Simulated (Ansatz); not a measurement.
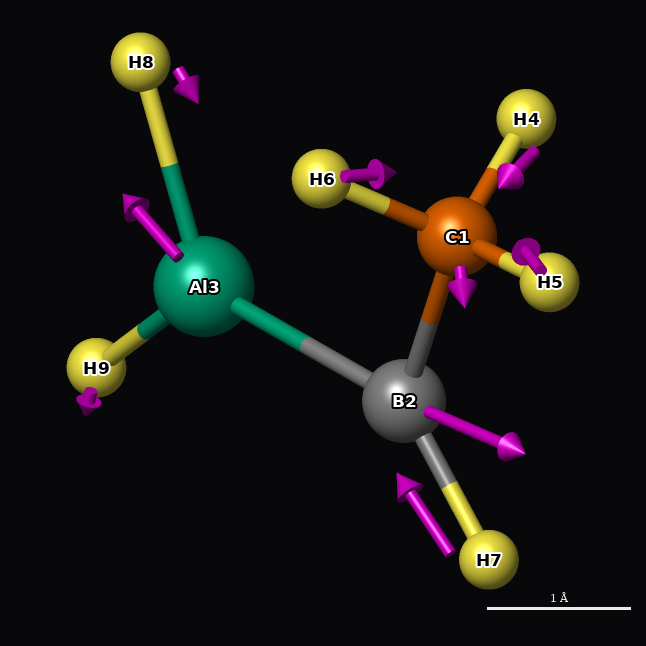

Arrows show the forces on the atoms, 0.5 Å of arrow for 1 eV/Å; forces under a tenth of the largest aren't drawn. Level of theory: r2SCAN-D4/def2-TZVPP (Ansatz 0.2.0).

Question: On which atom is the force largest, and how large is it?

Answer: On B2: 2.09 eV/Å.

Question: Which bond do the forces act along most?

Answer: B2–Al3, now 2.077 Å: the forces push its atoms apart, so a first step downhill lengthens it.

List the force components in the frame of the picture (x right, y up, z towards the viewer), in eV/Å.

| atom | Fx | Fy | Fz |
| --- | --- | --- | --- |
| C1 | 0.06 | −0.56 | 0.28 |
| B2 | 1.36 | −0.60 | 1.47 |
| Al3 | −0.79 | 0.90 | −0.74 |
| H4 | −0.50 | −0.52 | 0.79 |
| H5 | −0.33 | 0.42 | −0.87 |
| H6 | 0.75 | 0.06 | −0.51 |
| H7 | −0.76 | 1.14 | −0.39 |
| H8 | 0.29 | −0.48 | 0.18 |
| H9 | −0.08 | −0.37 | −0.22 |
